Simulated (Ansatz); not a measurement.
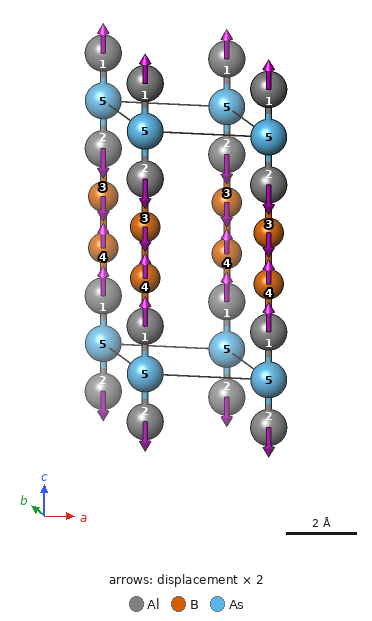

This is a relaxation of solid Al₂B₂As (a generated structure, set up in P6/mmm) (coarse preliminary run). The starting structure is drawn; purple arrows show the displacements (the part carried along by the change of the cell is left out), 2 times their true length.

Style: ball-and-stick. Shown: the cell of the calculation, slightly off an axis.

Method: DFT PBE, scalar-relativistic, plane waves, PAW (Ansatz 0.2.0).

The input:
```yaml
crystal:
  lattice:
    - [3.61054725, 0.0, 0.0]
    - [-1.80527362, 3.12682564, 0.0]
    - [0.0, 0.0, 7.21598988]
  atoms:
    - { symbol: Al, position: [0.0, 0.0, 0.19682244] }
    - { symbol: Al, position: [0.0, 0.0, 0.80317756] }
    - { symbol: B, position: [0.0, 0.0, 0.60556429] }
    - { symbol: B, position: [0.0, 0.0, 0.39443571] }
    - { symbol: As, position: [0.0, 0.0, 0.0] }
basis:
  ecutwfc: 420
kpoints:
  mp_grid: { grid: [6, 6, 4] }
hamiltonian:
  xc: pbe
scf:
  occupations: { method: gaussian, width: 0.1 }
  lower_state_search: "off"
output:
  forces: true
  stress: true
  eigenvalues: true
relax:
  adjacent_minimum: "off"
  f_tol: 0.04
  max_steps: 70
  cell: { stress_tol: 0.4 }
```

Run as
```bash
ansatz run input.yaml --threads 1 --pin off --max-ram 2560MiB --backend cpu --events-out ev --progress --plain --runs-dir out
```

What did the optimiser do to the structure, and how much energy did it gain?

Answer. After 19 accepted moves (21 points after the start) the energy has fallen by 9321 meV per atom. The largest force component goes from 37 to 0.0085 eV/Å. Pressure: 176.24 GPa at the start and 0.04 GPa at the end. At 2 points the geometry stayed and the basis and grid were re-selected for the new cell (energy shift of 89.9 meV per atom at most each time). The largest moves relative to the cell, 0.45 Å, are those of Al1 and Al2. Al2 goes along −c. By element the largest moves are Al 0.45 Å, B 0.38 Å. As stays in place. The drawn cell changes as follows: a = b 3.611 → 2.799 Å (−22.5 %), c 7.216 → 11.278 Å (+56.3 %); the volume changes by −6.1 %. Near-neighbour distances that change, for instance: Al1–As5 1.420 → 2.670 Å, As5–As5 3.611 → 2.799 Å, Al1–B4 1.426 → 2.156 Å, B3–B4 1.524 → 1.626 Å. The space group stays P6/mmm (No. 191).
